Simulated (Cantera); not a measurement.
Input: 1 mol Cu, 15 mol NH3, 1.6 mol H2, equilibrated at 13.0 bar.

Method: chemical equilibrium by Gibbs-energy minimisation in Cantera with the NASA 1993 tables (ideal gas, pure condensed phases). Candidate condensed phases: Cu; 11 gas species. Rates play no part.

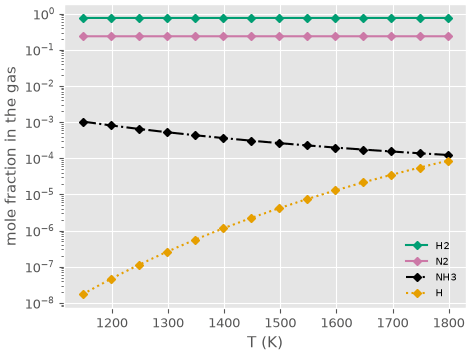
Fig. 1. Equilibrium gas composition (values under 1e-9 drawn at 1e-9)

Task: Read off the mole fractions at 1298 K.

Result: H2 about 0.76, N2 about 0.24, NH3 about 0.00053, H about 2.6e-7.
